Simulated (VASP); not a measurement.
Band structure of TiC (rock salt). All values below come from r2SCAN meta-GGA, VASP's PBE PAW potentials (set 64) (plane waves; VASP).

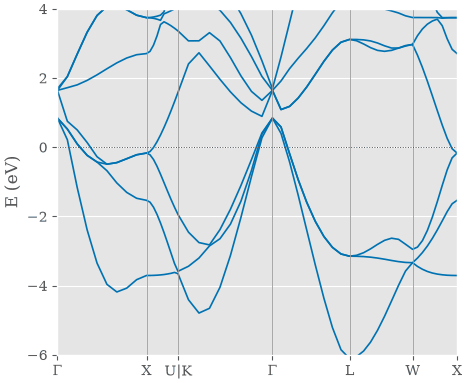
Fig. 1. Bands along high-symmetry lines, zero at the valence-band maximum or, without a gap, the Fermi level

Task: Read the plot: is there a gap, and where are the band edges?

Result: It has no gap at this level: it comes out as a metal or semimetal.

The compound is TiC in the rock salt structure. It was relaxed first.
